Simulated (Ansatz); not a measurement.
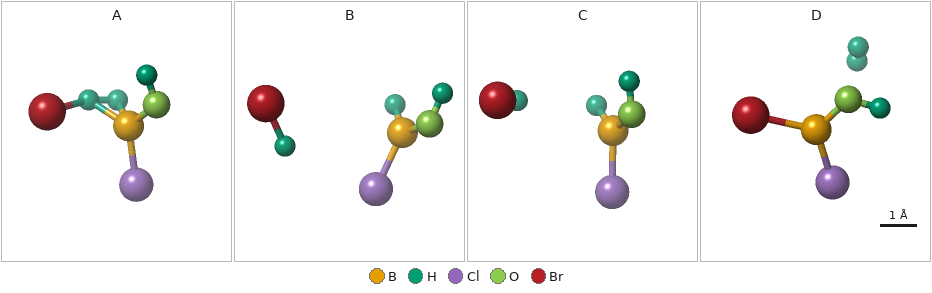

4 geometries from a converged minimum-energy path of BH3OBrCl, made up at the start of BH2OCl and HBr, shuffled. Style: ball-and-stick. Shown from a free direction.

All numbers below come from RHF/def2-SVP (Ansatz). Settings: 9 movable images; climbing image; force threshold 0.05 eV/Å; iteration limit 60; starting path through a guess of the saddle point.

Q: Which of them lies highest in energy?

A: A. In order along the path, whose images run from 0 to 10: B (image 0, 0.00 eV), C (image 3, +0.12 eV), A (image 5, +2.10 eV), D (image 9, −0.20 eV). Breaking: B–H (1.19 → 3.84 Å), Br–H (1.41 → 3.95 Å). Forming: B–Br (4.17 → 1.92 Å), H–H (3.73 → 0.75 Å).

Limits of the set-up: the start holds two separate molecules, 3.0 Å apart at their closest, whose relative position is a soft coordinate and is computed without a dispersion correction; Hartree-Fock leaves out electron correlation.

The run took 8.7 min on 1 thread of Intel(R) Xeon(R) 6975P-C (Granite Rapids), on a shared host, peak memory 0.22 GiB.
